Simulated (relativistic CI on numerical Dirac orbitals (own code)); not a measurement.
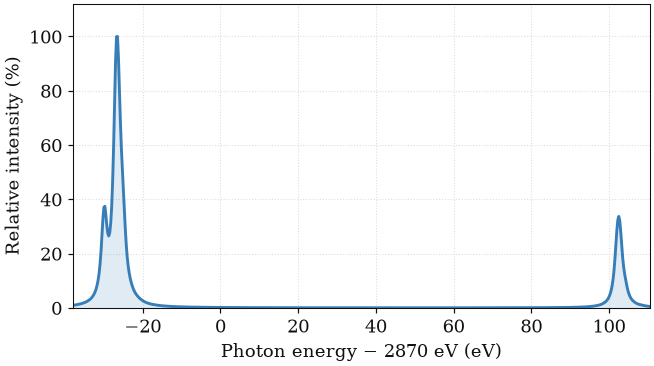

L₂,₃ X-ray absorption of Ru³⁺ (ruthenium, Z = 44), [Kr] 4d⁵, in a field of Oh symmetry with 10Dq = 30,150 cm⁻¹. Multiplet model: relativistic Dirac–Coulomb–Breit theory, one configuration a step, Slater integrals scaled by 0.8, 80 K, Voigt broadening (Lorentzian 1.6 eV, Gaussian 0.5 eV full widths), computed with a radial Dirac CI code.

Question: Describe the spectrum.

Answer: The main maxima lie at 2840.2 eV (37), 2843.4 eV (100) and 2972.5 eV (34), heights in % of the largest; the centroid is at 2869.9 eV. The lower edge holds 0.79 of the intensity (branching ratio, edges parted at 2913 eV), and the core spin-orbit splitting of the orbitals is 133 eV. The ground state has S = 0.52.

Limits of the model: free-ion energies, so absolute edge positions are off by a few eV from solids.
